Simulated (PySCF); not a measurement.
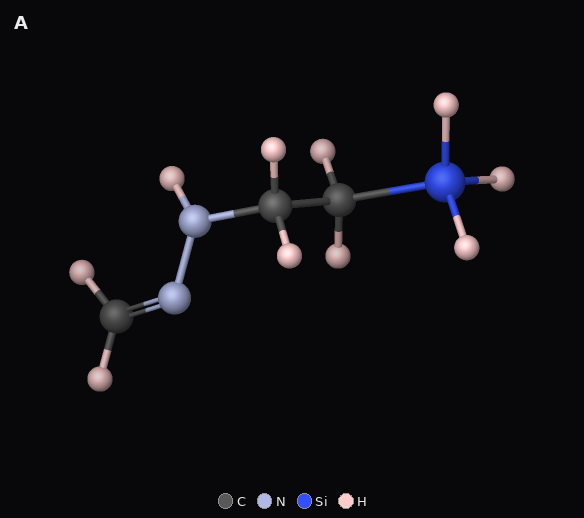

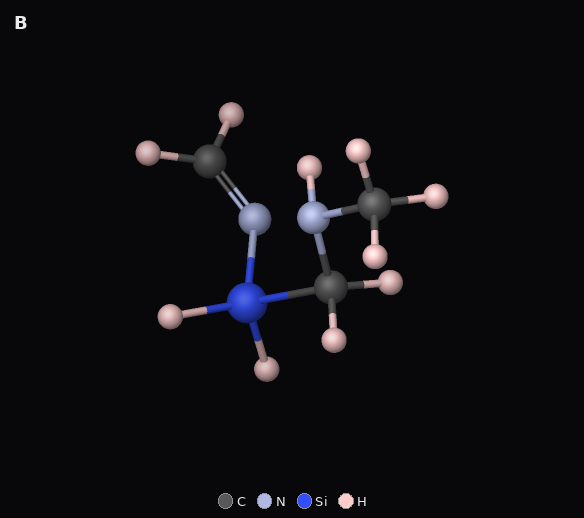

2 stationary structures of one formula. Geometries: GFN2-xTB. Electronic energies: B3LYP/def2-SVPD (PySCF 2.14.0), without zero-point energy. No frequency run is at hand to confirm each as a minimum. Each is one conformer, not always the lowest.

**Are they conformers, stereoisomers or constitutional isomers?**

They are constitutional isomers of C3H10N2Si: A `C=NNCC[SiH3]`, B `C=N[SiH2]CNC`.

**Rank them by energy, lowest first.**

B is lowest; A lies 79.8 kJ/mol above it.

The geometry is semi-empirical. Around Si such bond lengths and angles can be off by a tenth of an ångström or more and by several degrees, and values that hang on the shape move with them.
